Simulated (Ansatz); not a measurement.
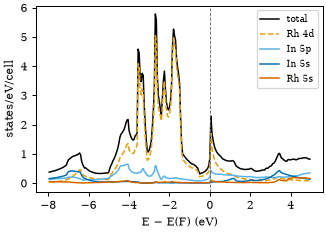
Figure. Total and projected density of states of InRh (CsCl type, space group No. 221), DFT-r²SCAN in the program Ansatz with PAW potentials

Task: Which orbitals carry the states next to the Fermi level?

Result: Within 0.5 eV of the Fermi level: Rh 4d 66 %, In 5p 25 %. Projections are on Löwdin-orthogonalised atomic valence shells; empty p or d shells of many metals are not among them.

Task: Where is the tallest occupied peak in this window, and what makes it?

Result: Near -2.7 eV, about 5.8 states/eV per cell; the largest projected share is Rh 4d.

Space group Pm-3m (CsCl type). The workflow started from an entry of the Crystallography Open Database (COD). Its standing as an ambient phase is unchecked. The r²SCAN relaxation kept the symmetry of its start; its stability against distortions is not shown here. No spin polarisation was allowed. Scalar-relativistic: spin–orbit coupling is off unless named, which matters more the heavier the elements.

Potentials: the later of the program's two PAW sets.
